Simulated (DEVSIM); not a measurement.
Device: Al/TiO2/n-In0.53Ga0.47As capacitor, at 300 K.

```csv
layer (left to right),material,thickness (nm),Nd (cm⁻³)
1,TiO2,2.40,-
2,In0.53Ga0.47As,1900,4.4e16
```

Metal gate on the left, work function 4.1 eV. Fixed charge at the semiconductor interface -8e11 cm⁻² (in units of +e); no interface traps.

Constants are typed, rounded textbook-type inputs, not results; the design itself was drawn at random and stands for no fabricated device. Values at 300 K.

```csv
parameter,TiO2,In0.53Ga0.47As
gap (eV),3.2,0.74
affinity (eV),3.9,4.51
permittivity,60,13.9
Nc (cm⁻³),-,2.1e17
Nv (cm⁻³),-,7.7e18
```

DEVSIM, 1D Poisson equation in equilibrium, Boltzmann statistics, complete ionisation; no quantum confinement or tunnelling. Metal contacts follow the ideal Schottky-Mott rule: no Fermi-level pinning, no interface dipoles.

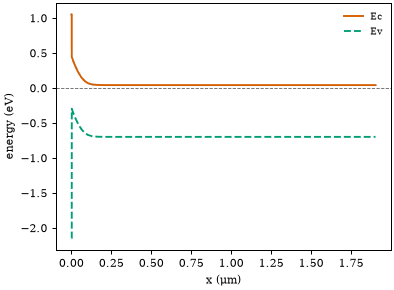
Fig. 1. Band edges at -0.85 V on the gate

Energies count from the Fermi level of the right contact; mesh points crowd at the junctions.

```csv
x (μm),Ec (eV),Ev (eV),n (cm⁻³),p (cm⁻³),field (V/cm)
0.000,1.050,-2.150,< 1e2,< 1e2,8900
0.0008000,1.051,-2.149,< 1e2,< 1e2,8900
0.001600,1.051,-2.149,< 1e2,< 1e2,8900
0.002400,0.442,-0.298,7.8e9,7.7e13,-21000
0.004040,0.432,-0.308,1.2e10,5.1e13,-65000
0.006752,0.414,-0.326,2.3e10,2.6e13,-63000
0.01209,0.381,-0.359,8.3e10,7.3e12,-60000
0.02831,0.291,-0.449,2.7e12,2.2e11,-51000
0.05453,0.178,-0.562,2.2e14,2.8e9,-36000
0.1026,0.068,-0.672,1.5e16,4.0e7,-11000
0.2008,0.041,-0.699,4.3e16,1.4e7,-160
0.4992,0.040,-0.700,4.4e16,1.4e7,≈ 0
0.9524,0.040,-0.700,4.4e16,1.4e7,≈ 0
1.420,0.040,-0.700,4.4e16,1.4e7,≈ 0
1.703,0.040,-0.700,4.4e16,1.4e7,≈ 0
1.802,0.040,-0.700,4.4e16,1.4e7,≈ 0
1.852,0.040,-0.700,4.4e16,1.4e7,≈ 0
1.877,0.040,-0.700,4.4e16,1.4e7,≈ 0
1.893,0.040,-0.700,4.4e16,1.4e7,≈ 0
1.898,0.040,-0.700,4.4e16,1.4e7,≈ 0
1.901,0.040,-0.700,4.4e16,1.4e7,≈ 0
1.902,0.040,-0.700,4.4e16,1.4e7,≈ 0
```
